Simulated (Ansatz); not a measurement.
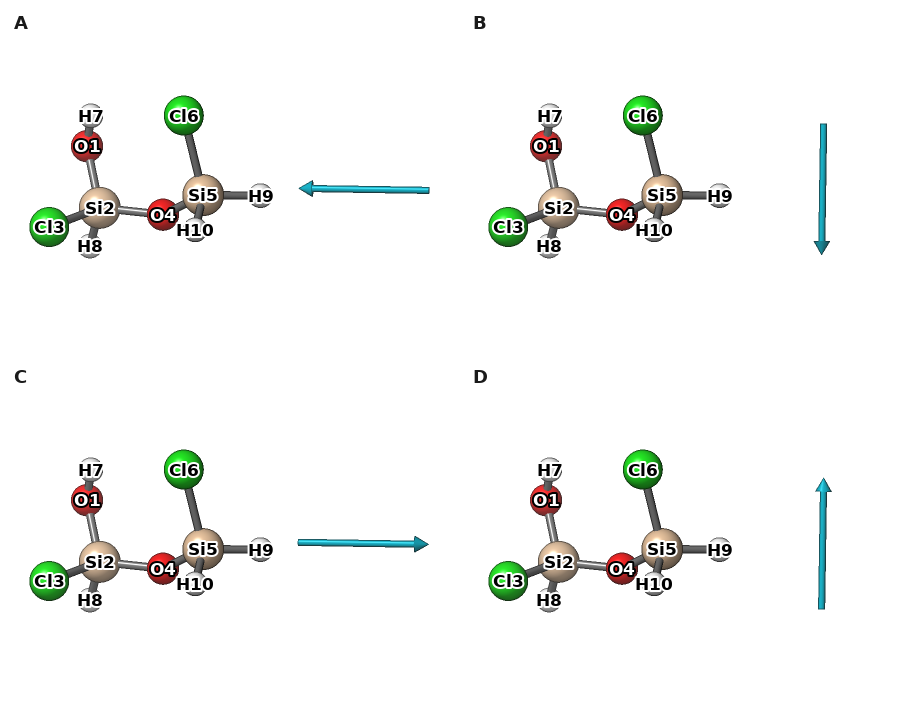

The same molecule four times, each with an arrow. The geometry was computed by an optimisation with PBE0-D4/def2-TZVP. No frequency run is at hand to confirm it as a minimum. Properties computed with RKS r2SCAN-D4/def2-TZVPP (Ansatz 0.2.0).

**Which arrow points along the dipole moment, from the negative to the positive end?**

C. The dipole moment is 1.07 D; it points from the side of Cl3 to the side of H9 (the outermost atoms at the two ends).
